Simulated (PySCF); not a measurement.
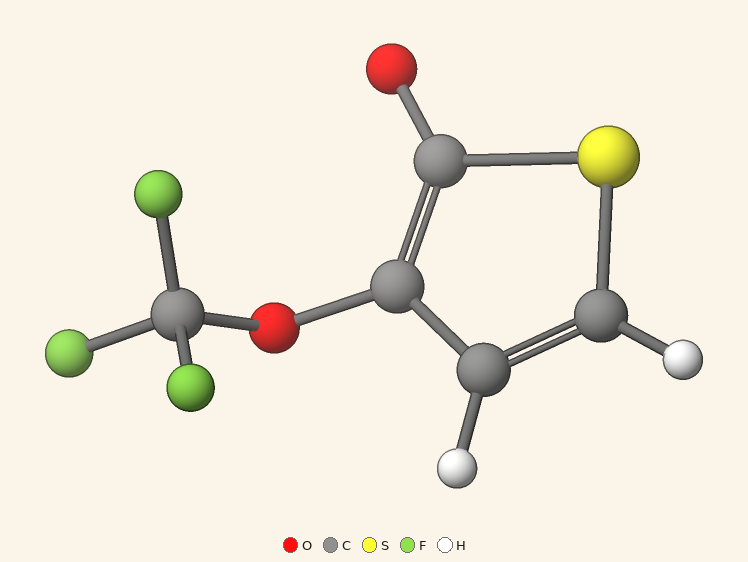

Double and triple bonds are drawn as two and three sticks.

State: charge −1, singlet. The computed structure is the end point of a PBE0-D3(BJ)/def2-SVP optimisation. No frequency run is at hand to confirm it as a minimum.

Count the atoms of each element.

Answer. C5H2F3O2S(-), 13 atoms: 5 carbon, 2 hydrogen, 3 fluorine, 2 oxygen and 1 sulfur.

What is the point group of this geometry?

Answer. C1.

More results for the same structure follow; atom numbers are the same in all pictures, views and colours differ.

**Shape**

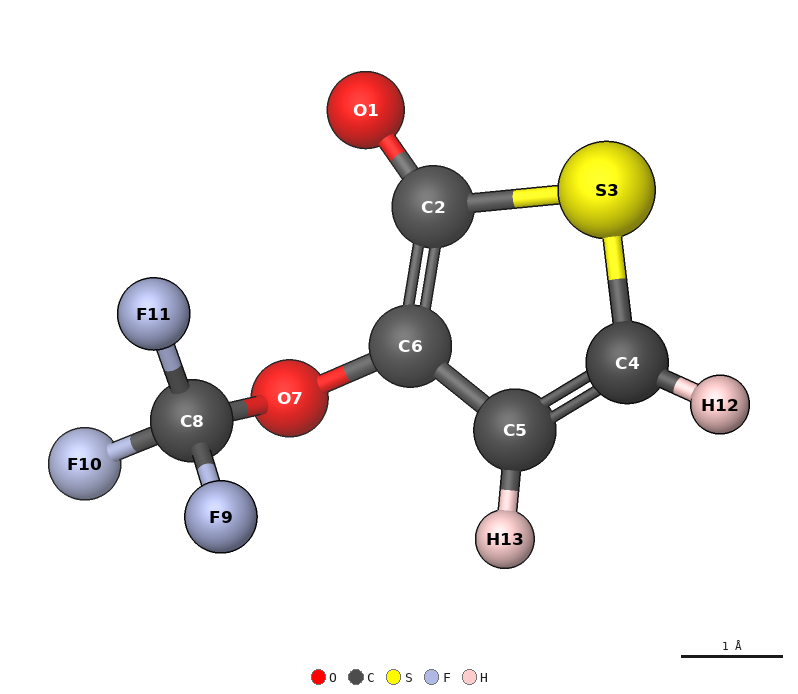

Atoms carry their numbers in the input. No frequency run is at hand to confirm it as a minimum.

Give the bond lengths.

```
  bond  length (Å)     order
 O1–C2       1.225    single
 C2–S3       1.864  aromatic
 C2–C6       1.410  aromatic
 S3–C4       1.746  aromatic
 C4–C5       1.367  aromatic
C4–H12       1.089    single
 C5–C6       1.416  aromatic
C5–H13       1.093    single
 C6–O7       1.412    single
 O7–C8       1.321    single
 C8–F9       1.350    single
C8–F10       1.339    single
C8–F11       1.333    single
```

**Levels of theory compared**

No frequency run is at hand to confirm it as a minimum. Program: PySCF 2.14.0.

At this fixed geometry, give HOMO energy (eV) at these levels: B3LYP/def2-SVPD; B3LYP/def2-SVPD in chloroform (IEF-PCM); B3LYP/def2-SVPD in cyclohexane (IEF-PCM); PBE0/pcSseg-1 in chloroform (IEF-PCM); PBE0/pcSseg-1 in cyclohexane (IEF-PCM).

```
                                   level  HOMO energy (eV)
                         B3LYP/def2-SVPD             −0.69
 B3LYP/def2-SVPD in chloroform (IEF-PCM)             −3.89
B3LYP/def2-SVPD in cyclohexane (IEF-PCM)             −2.72
   PBE0/pcSseg-1 in chloroform (IEF-PCM)             −3.95
  PBE0/pcSseg-1 in cyclohexane (IEF-PCM)             −2.74
```

**Charges**

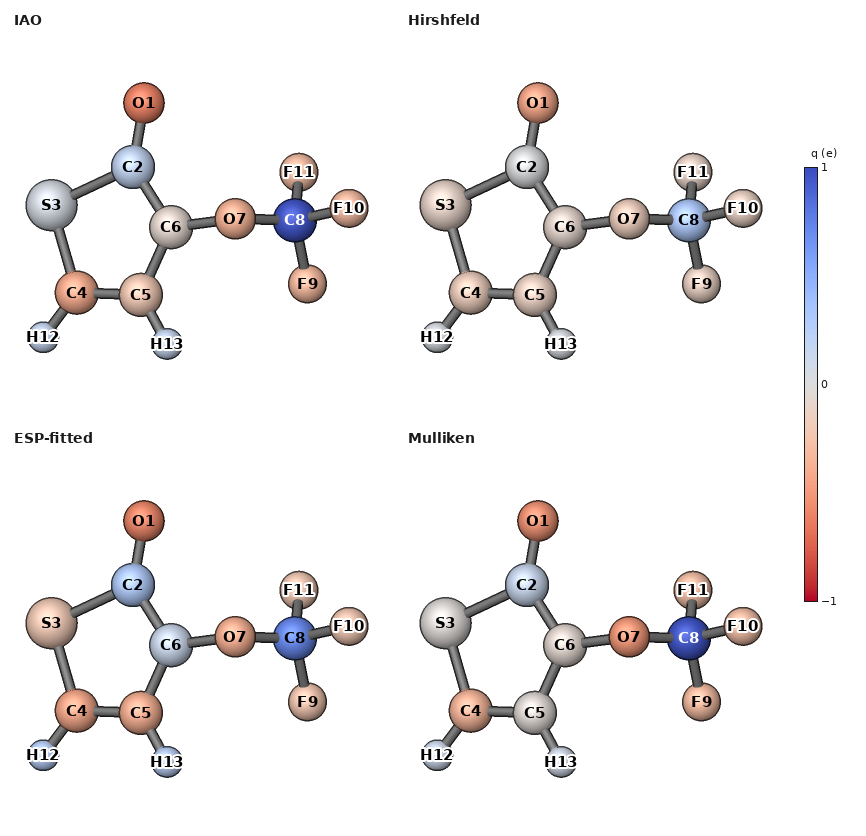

Atomic charges of one calculation by 4 schemes, on one colour scale. No frequency run is at hand to confirm it as a minimum. Method: PBE0/pcSseg-1 in chloroform (IEF-PCM) (PySCF 2.14.0).

On which atom do the schemes disagree most?

Answer. On C8 (from 0.30 to 0.95 e).

List the charges (e), one line for each set of equivalent atoms.

| atom | IAO | Hirshfeld | ESP-fitted | Mulliken |
| --- | --- | --- | --- | --- |
| O1 | −0.59 | −0.42 | −0.57 | −0.52 |
| C2 | 0.18 | 0.01 | 0.29 | 0.14 |
| S3 | 0.05 | −0.10 | −0.20 | −0.02 |
| C4 | −0.40 | −0.16 | −0.41 | −0.33 |
| C5 | −0.20 | −0.13 | −0.37 | −0.03 |
| C6 | −0.06 | −0.07 | 0.12 | −0.06 |
| O7 | −0.34 | −0.16 | −0.37 | −0.49 |
| C8 | 0.95 | 0.30 | 0.70 | 0.95 |
| F9 | −0.31 | −0.12 | −0.22 | −0.29 |
| F10 | −0.29 | −0.12 | −0.22 | −0.27 |
| F11 | −0.29 | −0.11 | −0.21 | −0.27 |
| H12 | 0.15 | 0.03 | 0.25 | 0.12 |
| H13 | 0.15 | 0.04 | 0.23 | 0.08 |

**NMR shielding**

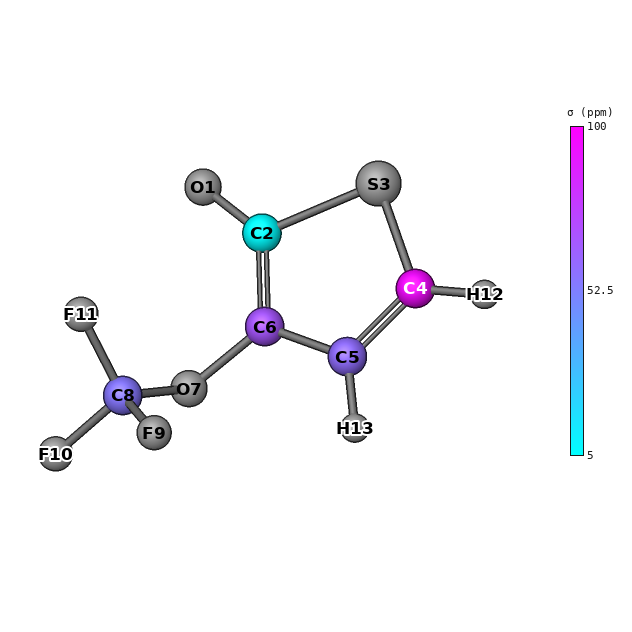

Atoms are coloured by their isotropic NMR shieldings (C only, the others grey). No frequency run is at hand to confirm it as a minimum. Method: GIAO PBE0/pcSseg-1 NMR shielding, non-relativistic, IEF-PCM cyclohexane (PySCF 2.14.0).

Give the isotropic NMR shieldings of the C atoms atom by atom.

```
atom  σ (ppm)
  C2      6.3
  C4     95.3
  C5     59.0
  C6     67.7
  C8     55.4
```

Mulliken values depend strongly on the basis set and can even reverse the polarity of a bond.
